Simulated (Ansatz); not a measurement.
## Electronic structure of AlBrH$_{3}$NOSi (SMILES N[Si]1(Br)[O][AlH]1) in real space

Input file:

```
crystal:
  periodic: [false, false, false]
  atoms:
    - {symbol: N, position_ang: [-0.477810, 0.730436, 1.391545]}
    - {symbol: Si, position_ang: [0.376186, -0.084464, 0.180699]}
    - {symbol: Br, position_ang: [2.121282, -0.943785, 1.277097]}
    - {symbol: O, position_ang: [-0.499214, -1.176244, -0.711090]}
    - {symbol: Al, position_ang: [0.119014, -0.262989, -2.076154]}
    - {symbol: H, position_ang: [-1.327425, 1.237223, 1.209361]}
    - {symbol: H, position_ang: [-0.079185, 0.919451, 2.295018]}
    - {symbol: H, position_ang: [-0.140747, -0.476728, -3.622174]}
basis:
  gaussian: {orbitals: def2-TZVPP}
hamiltonian: {xc: pbe0, dispersion: d4}
output: {orbitals: {seedname: orbitals}}
```

Run with:

```sh
ansatz run in.yaml --threads 4 --pin off --events-out ev --progress --plain --max-ram 10444MiB
```

Geometry: PBE0-D4/def2-TZVP.

Computed with RKS PBE0-D4/def2-TZVPP (Ansatz).

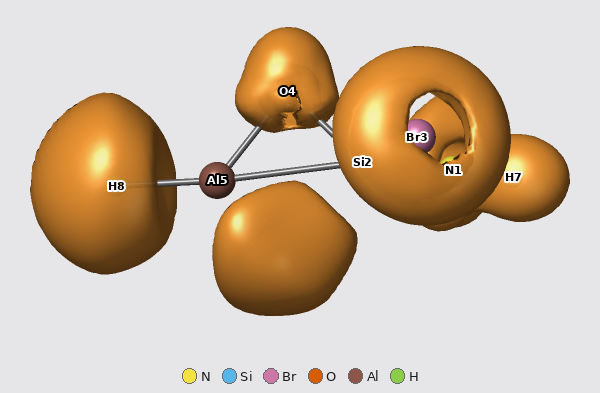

Figure 1. Isosurface of the electron localisation function at 0.8 (orange), seen from one side. Core shells and regions of very low density are left out.

What do the ELF domains correspond to?

At this value the surface marks out one region between bonded Br–Si atoms (shared pairs), one region around a hydrogen nucleus, one ring or bowl of non-bonding electrons around Br, one lobe on Al, pointing away from the bonds (lone pairs), one region wrapped around O (its valence shell) and one joined region spread over several atoms (H, N), in which their bonds and any lone pairs are merged. Profiles from the grid: Si–O (1.66 Å): the ELF peaks at about 0.85 between the atoms (a polar covalent bond). Si–N (1.69 Å): the ELF peaks at about 0.90 between the atoms (a shared but strongly polarised pair).

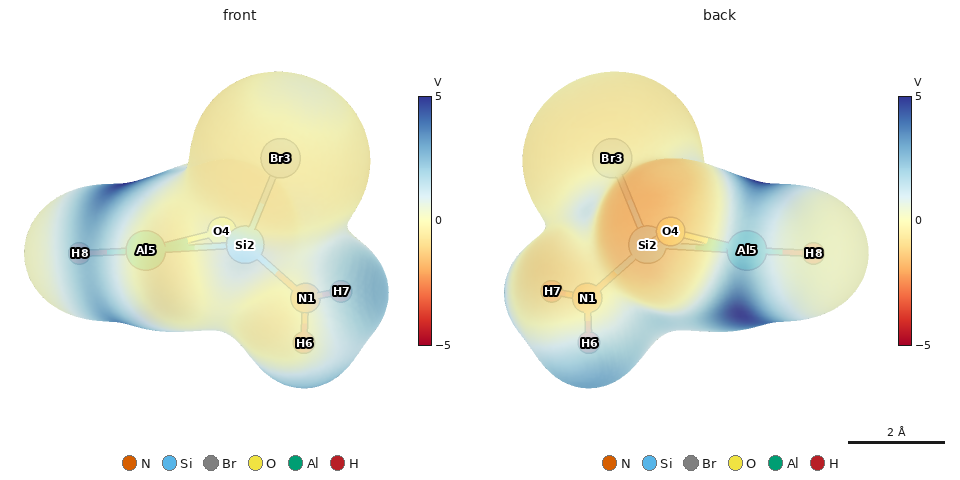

Figure 2. The molecular electrostatic potential painted on the density surface at 0.004 e/bohr³, seen from the front and from behind; red is negative and blue positive.

Where is the surface potential most negative and most positive?

The most negative region (about −1.8 V) lies over O4, the most positive (about +4.8 V) over Al5. Br3 shows a σ-hole: about +0.4 V at the tip opposite its bond, against about −0.4 V on its flanks. O4 is the likeliest acceptor of a hydrogen bond.

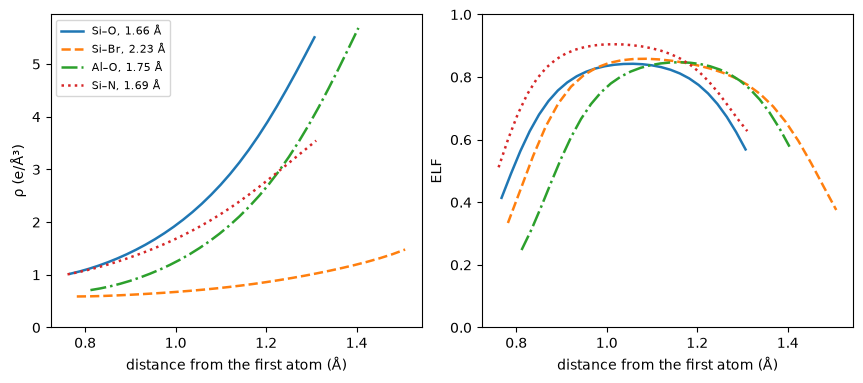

Figure 3. Electron density and electron localisation function along straight lines between neighbouring atoms. The curves leave out the atomic cores.

What can be read from the curves?

Si–O (1.66 Å): ρ at the midpoint is about 1.2 e/Å³; the ELF peaks at about 0.85 between the atoms: a polar covalent bond.
Si–Br (2.23 Å): ρ is about 0.77 e/Å³ halfway; the ELF peaks at about 0.85 between the atoms, as expected for a shared but strongly polarised pair.
Al–O (1.75 Å): ρ at the midpoint is about 0.83 e/Å³; the ELF peaks at about 0.85 in the valence shell of O, 0.6 Å from its nucleus, and is about 0.45 at the midpoint.
Si–N (1.69 Å): the density is about 1.2 e/Å³ at the midpoint; the ELF peaks at about 0.90 between the atoms, as expected for a polar covalent bond.
